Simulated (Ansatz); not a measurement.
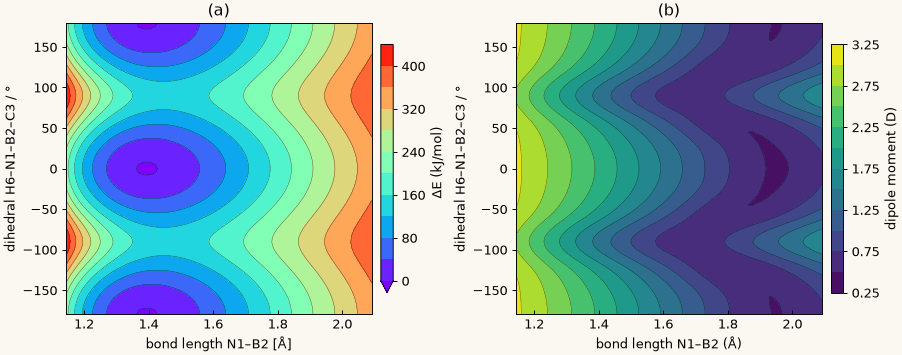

C2H3BFN, SMILES NBC#CF. 
- The first coordinate is: bond length N1–B2; the second: dihedral H6–N1–B2–C3.
- Nothing is relaxed (all other coordinates rigid).
- The grid has 11 × 12 points; 77 points were computed and 55 follow by symmetry.
- All energies are given in kJ/mol relative to the lowest grid point.
- The reference is spin-restricted, which grows unreliable where a bond is stretched far.
- These are results of Ansatz, RKS B3LYP-D4/def2-SVP, not measurements.

Panel (a) is the energy and panel (b) the computed dipole moment on the same grid.

The picture shows filled contours. Between grid points the surface is interpolated.

**How does the dipole moment vary over the map, and what is it at the lowest grid point?**

Leaving out the highest fifth of the energies, it runs from 0.50 D at bond length N1–B2 = 1.902 Å, dihedral H6–N1–B2–C3 = −30° to 3.05 D at bond length N1–B2 = 1.143 Å, dihedral H6–N1–B2–C3 = 0°. At the lowest grid point, bond length N1–B2 = 1.428 Å, dihedral H6–N1–B2–C3 = 0°, it is 2.11 D.
